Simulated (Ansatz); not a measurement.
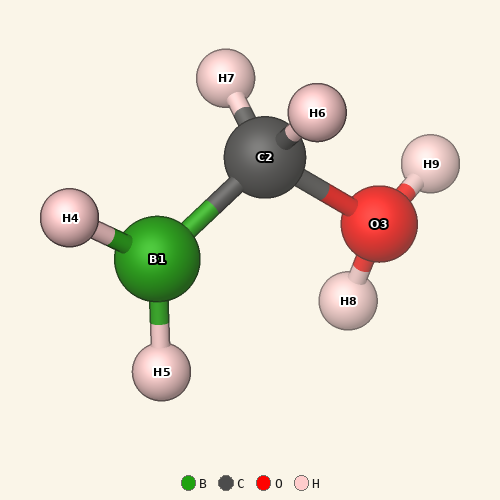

The system is CH6BO, SMILES BC[OH2+], charge +1; the picture shows the reference structure. 
- First axis: dihedral H4–B1–C2–O3. Second axis: dihedral B1–C2–O3–H8.
- Nothing is relaxed (all other coordinates rigid).
- The grid has 18 × 18 points.
- Points are written as (first, second).
- Energies: kJ/mol, counted from the lowest grid point.
- The calculation used RKS PBE-D4/def2-TZVP (Ansatz).

Its coordinates:

```xyz
9

B    -1.1087    0.2250   -0.6664
C     0.3422    0.4188   -0.1530
O     0.6558   -0.5181    1.0501
H    -1.4585    0.9583   -1.5412
H    -1.8208   -0.6326   -0.2233
H     0.5386    1.4181    0.2626
H     1.0958    0.1949   -0.9257
H     0.1442   -1.3583    1.0045
H     1.6114   -0.7060    1.1925
```

Range: dihedral H4–B1–C2–O3 from −180 to 160°; dihedral B1–C2–O3–H8 from −180 to 160°.

Q: What landscape does the calculation give?

A: The lowest grid point is at (−180°, 20°). Higher local minima lie near (0°, 20°) (1.9 kJ/mol above the lowest at that grid point); (−180°, −160°) (2.8 kJ/mol above the lowest at that grid point); (0°, −160°) (4.8 kJ/mol above the lowest at that grid point). The highest grid point, (80°, −120°), lies 69 kJ/mol above the lowest. On the interpolated surface the easiest way out of the lowest well to the well at about (−180°, −155°) passes a barrier of about 8.3 kJ/mol, counted from the interpolated bottom of the well. Round the minimum the valley is somewhat tilted: raising dihedral H4–B1–C2–O3 shifts the best value of dihedral B1–C2–O3–H8 downwards (coupling k₁₂/√(k₁₁k₂₂) about 0.2).

```csv
"dihedral B1–C2–O3–H8 ↓, dihedral H4–B1–C2–O3 →",−180,−140,−100,−60,−20,20,60,100,140
140,11,30,63,52,19,18,49,64,32
100,11,33,64,48,17,20,52,63,29
60,3,29,63,41,8,14,51,59,20
20,0,29,67,45,6,10,52,65,22
−20,5,27,66,51,13,11,49,67,29
−60,8,29,61,46,14,15,47,61,28
−100,7,32,66,47,12,16,53,64,27
−140,3,27,67,52,12,11,50,68,29
−180,4,24,62,51,14,10,45,64,30
```

The table holds every second grid line.

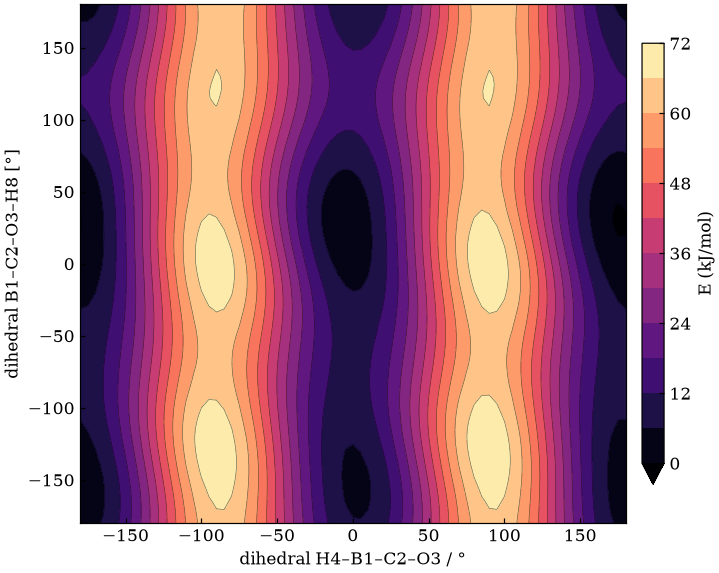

In the figure: filled contours. Between grid points the surface is interpolated.

Time for the 324 points that were run: 5.9 min on 1 thread of AMD EPYC 9R45 96-Core Processor (Zen 5), with other jobs on the host.
